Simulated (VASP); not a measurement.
Band structure of TiO2 (anatase). All values below come from AM05 GGA, VASP's PBE PAW potentials (set 64) (plane waves; VASP).

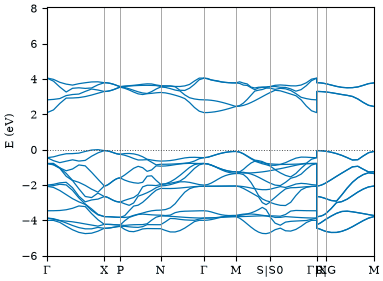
Figure. Bands along high-symmetry lines, zero at the valence-band maximum or, without a gap, the Fermi level

Task: Read the plot: is there a gap, and where are the band edges?

Result: The gap is indirect, 2.10 eV, from the valence maximum at Γ-X at 0.89 to the conduction minimum at Γ. (Edges off the drawn lines would not show.)

The compound is TiO2 in the anatase structure, one of several forms; rutile is the usual stable one. It was relaxed first.
